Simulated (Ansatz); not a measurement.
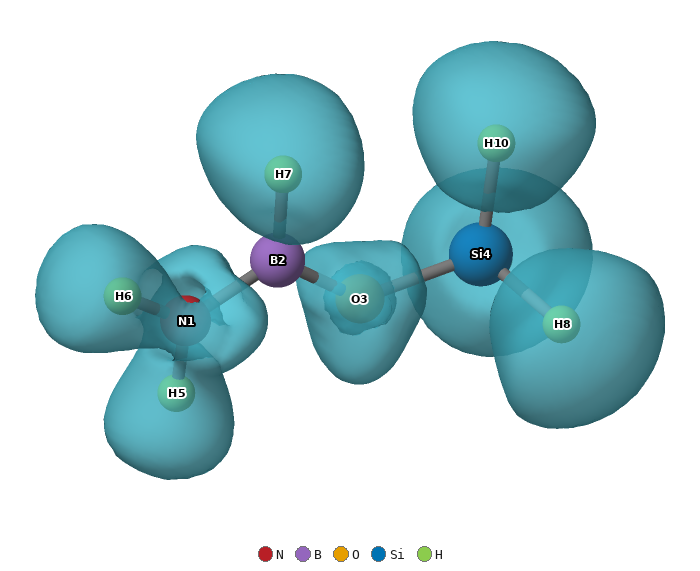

Figure. BH$_{6}$NOSi. Isosurface of the ELF at 0.75 (cyan), seen at a tilt. Core shells and regions of very low density are left out.

All numbers below come from UKS BLYP/def2-SVP (Ansatz 0.2.0).

Input

```
crystal:
  periodic: [false, false, false]
  atoms:
    - { symbol: "N", position_ang: [-1.4549, 0.9823, -0.4343] }
    - { symbol: B, position_ang: [-0.1203, 0.9667, 0.1759] }
    - { symbol: O, position_ang: [0.146, -0.0122, 1.2046] }
    - { symbol: Si, position_ang: [0.9078, -1.3665, 0.3944] }
    - { symbol: H, position_ang: [-1.3755, 0.9145, -1.4953] }
    - { symbol: H, position_ang: [-0.12294, 1.44288, -0.89281] }
    - { symbol: H, position_ang: [0.7327, 1.7611, -0.1352] }
    - { symbol: H, position_ang: [1.1995, -2.4024, 1.3753] }
    - { symbol: H, position_ang: [-0.1464, -1.9026, -0.5111] }
    - { symbol: H, position_ang: [2.0671, -0.9976, -0.2915] }
magnetization:
  spin_polarized: true
basis:
  gaussian: { orbitals: def2-SVP }
hamiltonian:
  xc: blyp
relax:
  f_tol: 0.02
  max_steps: 50
output:
  orbitals: {}
```

Run with:

```sh
ansatz run input.yaml --threads 2 --pin off --max-ram 3072MiB --backend cpu --events-out ev --progress --plain --runs-dir out
```

The fields are those of the run's last geometry, not of the input's.

Identify the bonds, lone pairs and shells in this picture.

The surface consists of four regions around hydrogen nuclei, one region on O in which the atom's valence shell and bonds are merged and one joined region spread over several atoms (H, N), in which their bonds and any lone pairs are merged. Profiles from the grid: B–O (1.38 Å): the ELF peaks at about 0.90 between the atoms, as expected for a polar covalent bond. B–N (1.41 Å): the ELF peaks at about 0.95 between the atoms; a polar covalent bond.
